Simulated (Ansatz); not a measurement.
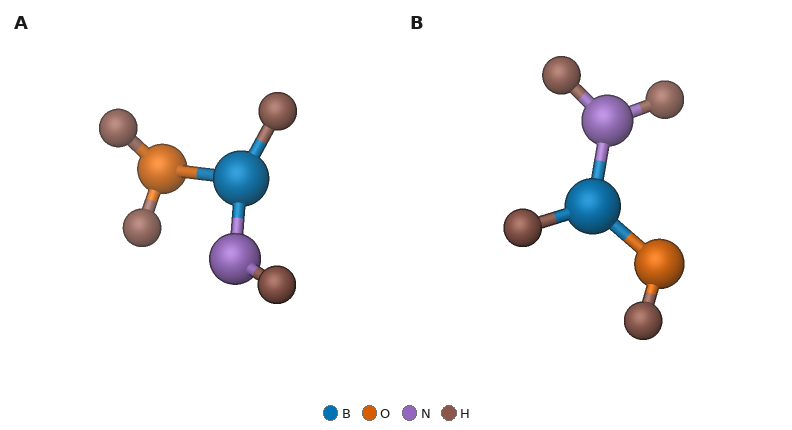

2 stationary structures of one formula. Geometries: PBE0-D4/def2-TZVP. Electronic energies: CCSD(T)/CBS (MP2 limit from def2-TZVPP and def2-QZVPP plus CCSD(T) − MP2) (Ansatz 0.2.0), without zero-point energy. Each is one conformer, not always the lowest.

Which is lowest in energy, and by how much?

B is lowest (Cs, a minimum); A lies 2.761 eV above it (C1, a minimum).
